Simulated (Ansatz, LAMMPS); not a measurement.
# Elastic response of a frame of amorphous polyisobutylene (as short chains C22H46) from 500 K (204 atoms): runs compared

Aim: relax a frame of amorphous polyisobutylene (as short chains C22H46) from 500 K (204 atoms), then change its volume and shape to read moduli from the stress.

Computed with Ansatz 0.2.0: Kohn-Sham DFT, PBE+D4, PAW (set soft_2), plane waves.

### Step 1. The cell as built

The cell holds 204 atoms: 66 C and 138 H. Its edges and angles: a = 12.576 Å, b = 12.576 Å, c = 12.576 Å, α = 90.0°, β = 90.0°, γ = 90.0°. 3 polyisobutylene chains of 5 units with methyl end groups placed at random, at 0.778 g/cm³; overlaps pushed apart, then 20 ps at 800 K with MMFF94 bonds, angles, torsions, charges and radii (Halgren, J. Comput. Chem. 17, 490 (1996)) in harmonic and 12-6 forms. Snapshot after 30 ps at 500 K and fixed volume.

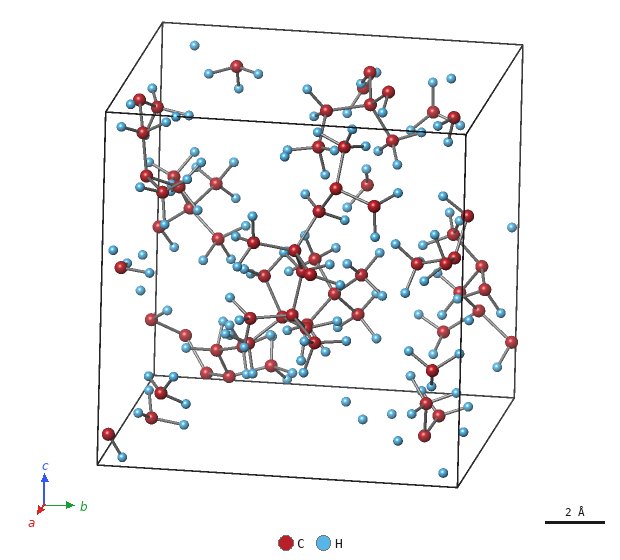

The cell as built. Bonds to atoms that aren't drawn are left out. Some periodic images of atoms are drawn too.

Limits known from the start: The network of contacts between molecules at the start is that of the classical potential that made the cell, and needn't be the one that DFT or experiment would give. The Brillouin zone is sampled at Γ only.

### Step 2. The reference run

The reference is a single point at the end of the relaxation.

Every strained cell starts from the geometry of this run, and its atoms are relaxed with the cell held.

Its input, with most atom lines left out:

```yaml
crystal:
  lattice:
    - [12.15248, 0.11228, -0.1002]
    - [0.11228, 12.19041, 0.12865]
    - [-0.1002, 0.12865, 11.70581]
  atoms:
    - { symbol: C, position: [0.27042, 0.34078, 0.13147] }
    - { symbol: C, position: [0.19781, 0.24088, 0.11779] }
    - { symbol: C, position: [0.11239, 0.2465, 0.01878] }
    - { symbol: C, position: [0.02409, 0.33531, 0.04067] }
    - { symbol: C, position: [0.16975, 0.27834, 0.9068] }
    - { symbol: C, position: [0.06092, 0.13264, 0.9964] }
    - { symbol: C, position: [0.00629, 0.0557, 0.08719] }
    [... atom lines 8 to 204 left out ...]
kpoints:
  mp_grid: { grid: [1, 1, 1] }
hamiltonian:
  xc: pbe
  dispersion: d4
scf:
  occupations: { method: fixed }
output:
  forces: true
  stress: true
  populations: intrinsic
  dos:
    method: { smearing: { sigma: 0.1 } }
    de: 0.1
    projected: { site_lists: { C: [C], H: [H] } }
  eigenvalues: true
  write_density: true
  write_potential: true
  volumetric_format: npy
```

```
free energy per atom   : -92.1300 eV/atom
r.m.s. force component : 0.00244 eV/Å
pressure               : 0.005438 GPa
```

Filled and empty levels are parted by 5.43 eV (at Γ alone); a semilocal functional tends to put such gaps too low. In a disordered cell it changes from sample to sample, and tail or defect levels can set it.

### Step 3. The runs

Each row is one run, on 4 threads of Arm Neoverse V1, shared host. The free energy is the program's total, comparable only between runs with the same functional, potentials and atoms.

```
                                 run  atoms    outcome  ionic steps, all passes  free energy (eV)     time  host memory (GiB)
           Single point at the start    204  converged                        -        -18781.131     21 s                2.2
              Cell and atoms relaxed    204  converged                       43        -18794.520   14 min                2.2
Single point at the relaxed geometry    204  converged                        -        -18794.520     38 s                2.2
                         Volume -3 %    204  converged                        4        -18794.495  2.2 min                2.1
                         Volume +3 %    204  converged                        4        -18794.501  2.3 min                2.2
                         Volume -6 %    204  converged                        5        -18794.404  2.6 min                2.0
                         Volume +6 %    204  converged                        5        -18794.442  2.6 min                2.3
                        Volume -10 %    204  converged                        6        -18794.151    3 min                2.0
            Stretched by 1 % along x    204  converged                        3        -18794.517     96 s                2.2
           Compressed by 1 % along x    204  converged                        3        -18794.515     95 s                2.2
                Sheared by 2 % in xy    204  converged                        7        -18794.521  3.6 min                2.2
```

In some runs the program notes that the exchange-correlation potential is rough where the density is thin and the SCF threshold is loose for the stress.

### Step 4. Pressure against volume

Atoms are relaxed at each volume, in the scaled cell.

```
volume change (%)  volume (Å³/atom)  energy change (meV/atom)  pressure (GPa)  largest move on relaxing (Å)  bonds  gap (eV)
              -10             7.649                      1.81            0.83                          0.32    201                5.61
               -6             7.988                      0.57            0.40                          0.20    201                5.53
               -3             8.243                      0.12            0.17                          0.09    201                5.48
               +0             8.498                      0.00            0.01                             -    201                5.43
               +3             8.753                      0.09           -0.13                          0.07    201                5.39
               +6             9.008                      0.38           -0.21                          0.14    201                5.34
```

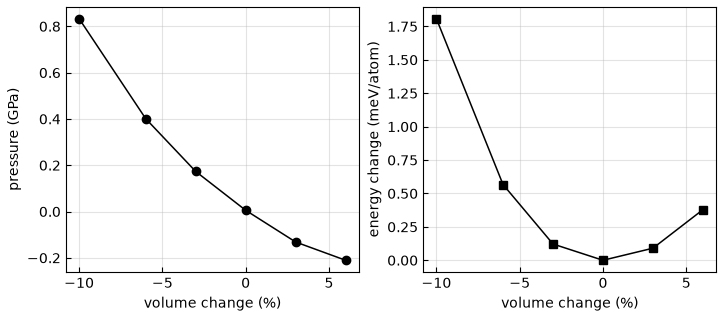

Pressure and energy against volume.

### Step 5. Uniaxial strain and shear

Stress (GPa, compression positive) less that of the relaxed cell, atoms relaxed:

```
                   strain      xx      yy      zz      xy  energy change (meV/atom)
 stretched by 1 % along x  -0.079  -0.041  -0.044  -0.001                      0.01
compressed by 1 % along x   0.090   0.037   0.023   0.011                      0.02
     sheared by 2 % in xy  -0.051  -0.032  -0.050  -0.016                     -0.01
```

### Step 6. Findings

The bulk modulus, from the slope of pressure against ln V over the three points nearest the relaxed volume, is 5.08 GPa; a quadratic over all points gives a pressure derivative of about 11. The gap goes from 5.61 eV at the smallest volume to 5.34 eV at the largest, -1.6 eV per unit of ln V by a straight line, on the run's k-points. The shear changes the normal stresses by up to 0.05 GPa, more than the shear stress itself (0.02 GPa), so the response isn't simply elastic and the value of C66 is doubtful. In the Cartesian axes of the cell, finite differences give C11 = 8.45, C12 = 3.92, C13 = 3.36 and C66 = 0.811 GPa (the shear of 2 % is the engineering strain, εxy = 0.01). The mean of C11, C12 and C13, which equals the bulk modulus in a cubic or isotropic solid, is 5.24 GPa: it agrees with the bulk modulus within 10 %. For an isotropic solid C66 would equal (C11 − C12)/2 = 2.27 GPa; so small a sample needn't be isotropic, and C66 rests on one shear. The two differ too much for isotropic moduli to be formed.

Caveats: Strains are finite and relaxations stop at the force tolerance of the input, which can leave moduli too stiff; they are those of a static cell at zero temperature. Volumes are changed with the cell's shape held, so in an anisotropic solid the modulus lies over the one under free hydrostatic load. The program notes that the SCF threshold of the relaxations is loose for the stress.

The DFT runs together took 34 min of wall time.

[Logs are printed without paths, hosts, clocks, repeated set-up lines and the standing remarks that a program may print on its own settings, such as how far it seeks lower states.]

[Hosts, paths, dates, database ids (printed as entryN), source tags and the programs' standing remarks are cut or masked in the printed files.]

[The MMFF94 radii named for the starting cell were scaled by 0.96; in molecules described by MMFF94, hydrogen bound to N, O or S took a small fixed 12-6 site in their place.]
